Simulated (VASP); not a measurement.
Energy against volume of Pb (fcc). Level of theory: vdW-DF-cx, VASP's PBE PAW potentials (set 64) (plane waves; VASP).

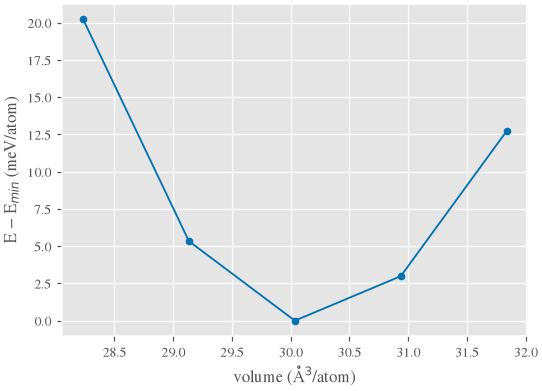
*Energy against volume*

Estimate the equilibrium volume and the bulk modulus.

The minimum lies near 30.1 Å³/atom, and the curvature gives B0 of about 47 GPa.

Measured: bulk modulus 47.0 GPa at 0 K (computed value off by +1.0 %), as given by H. Levämäki et al., Physical Review B (2014), arXiv:1402.3671 [corrected for temperature and zero-point phonon effects]; a 4.902 Å at 0 K (computed value off by +0.8 %), as given by Gábor I. Csonka et al., Physical Review B (2009), arXiv:0903.4037 [low-temperature or extrapolated to 0 K; zero-point anharmonic expansion removed].

The compound is Pb in the fcc structure. It was relaxed first.
